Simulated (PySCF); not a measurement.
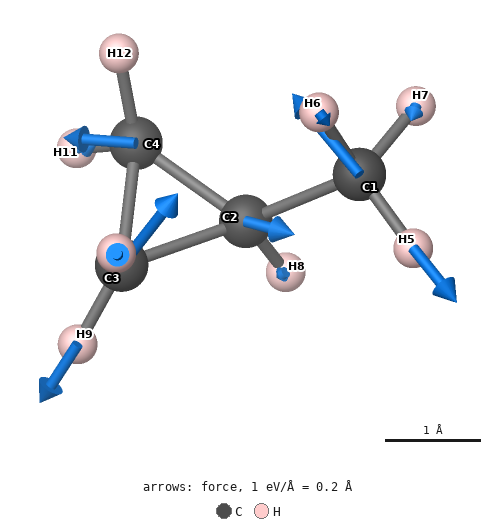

Starting geometry of C4H8 with the computed forces as blue arrows. A ball-and-stick model, seen from a free direction.

The start comes from MMFF94s. Its atoms were then displaced at random by about 0.03 Å.

Computed with PBE0-D3(BJ)/def2-SVP geometry optimisation, gas phase (PySCF 2.14.0, density-fitted response routines). 

Is this structure relaxed? If not, where do the atoms go?

It isn't relaxed: the largest force vector, on a C atom, is 6.02 eV/Å. The final displacements follow the starting forces only in part (cosine between the two patterns 0.66). An H atom moves most after the best rigid fit: 0.11 Å. Largest moves by element: H 0.11 Å, C 0.09 Å. Among the contacts that change: C–H 1.008 → 1.102 Å, C–C 1.427 → 1.500 Å, C–H 1.148 → 1.094 Å, C–C 1.557 → 1.505 Å. Among the angles between lasting bonds that change: H–C–H 116.6° → 107.5°, C–C–H 109.9° → 118.5°, C–C–H 125.5° → 117.5°. The energy falls by 74.6 kJ/mol in 8 geometry steps. The run took 33 s on 1 thread of Intel(R) Xeon(R) Platinum 8375C CPU @ 2.90GHz, on a shared host.
